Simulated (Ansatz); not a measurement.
**FGaGeHSi (SMILES F[Si]1=[Ge+][GaH]1) (charge +1): density, localisation and related maps**

Input

```
crystal:
  periodic: [false, false, false]
  atoms:
    - {symbol: F, position_ang: [-3.581618, 2.458520, 2.206401]}
    - {symbol: Ga, position_ang: [-0.761809, 1.314138, -0.039449]}
    - {symbol: Ge, position_ang: [-0.965294, 3.773666, -0.228787]}
    - {symbol: Si, position_ang: [-2.464301, 2.920153, 1.181377]}
    - {symbol: H, position_ang: [-0.274466, -0.155053, -0.239711]}
basis:
  gaussian: {orbitals: def2-TZVPD}
hamiltonian: {xc: pbe0}
total_charge: 1
output: {forces: true, orbitals: {seedname: orbitals}}
```

Run with:

```sh
ansatz run input.yaml --threads 1 --pin off --max-ram 2610MiB --events-out events.jsonl --progress --plain --runs-dir runs
```

Geometry: B3LYP/6-31G*.

Level of theory: isolated molecule in a Gaussian basis; Kohn-Sham density functional theory, functional PBE0 (Ansatz).

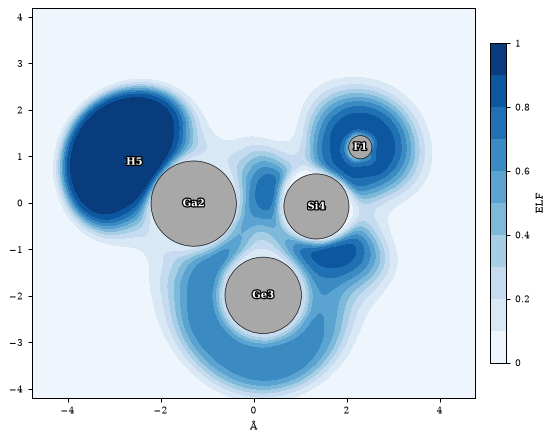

Figure 1. Electron localisation function on the molecular plane. Grey discs cover the atomic cores.

Question: Describe what can be read from this map.

Answer: The section cuts through F, Ga, Ge, Si and H sites. Si–F (1.58 Å): the ELF peaks at about 0.80 in the valence shell of F, 0.5 Å from its nucleus, and is about 0.50 at the midpoint. Si–Ge (2.23 Å): the ELF peaks at about 0.60 in the valence shell of Si, 1.0 Å from its nucleus, and is about 0.50 at the midpoint. Ga–Ge (2.48 Å): the ELF reaches about 0.60 near the midpoint. Ga–Si (2.64 Å): the ELF peaks at about 0.75 in the valence shell of Si, 1.1 Å from its nucleus, and is about 0.65 at the midpoint. Ga–H (1.56 Å): the ELF climbs to about 1 towards the hydrogen. The ELF also peaks beside F1, away from the bonds: lone-pair regions.

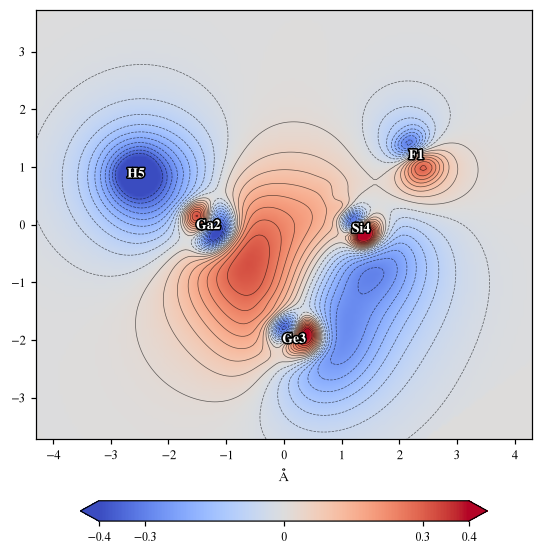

Figure 2. The HOMO−1 on the molecular plane (values in Å⁻³ᐟ²; the overall sign is arbitrary).

Question: Where does this orbital lie, and at what energy?

Answer: By Hirshfeld shares it lies mainly on Ge3 (about 30 %), Ga2 (about 30 %), Si4 (about 20 %) and H5 (about 20 %); it is symmetric in the molecular plane (an in-plane orbital: σ, lone-pair or in-plane π type). Its energy is −13.29 eV.

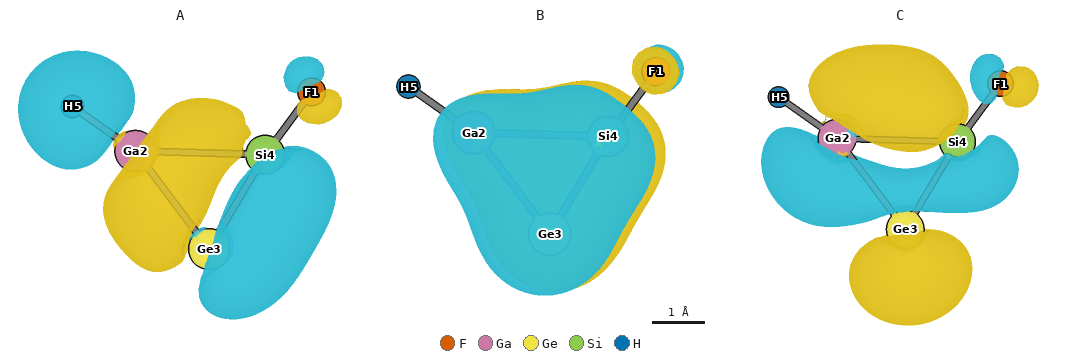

Figure 3. Three frontier orbitals at ±0.08 Å⁻³ᐟ² (yellow and cyan are the two phases), in no order.

Question: Order the three orbitals by energy and name them.

Answer: A is the HOMO−1 (−13.29 eV). Its weight (Hirshfeld) is mainly on Ge3 (about 30 %), Ga2 (about 30 %), Si4 (about 20 %) and H5 (about 20 %); it is symmetric in the molecular plane (an in-plane orbital: σ, lone-pair or in-plane π type). B is the HOMO (−11.50 eV). Its weight (Hirshfeld) is mainly on Ge3 (about 45 %), Si4 (about 35 %) and Ga2 (about 20 %); it changes sign across the molecular plane (π type); π-bonding across Ga2–Ge3, Ga2–Si4 and Ge3–Si4. C is the LUMO (−8.66 eV). Its weight (Hirshfeld) is mainly on Ge3 (about 35 %), Ga2 (about 35 %) and Si4 (about 30 %); it is symmetric in the molecular plane (an in-plane orbital: σ, lone-pair or in-plane π type).

Question: What is the HOMO–LUMO gap?

Answer: 2.84 eV between the orbital energies.
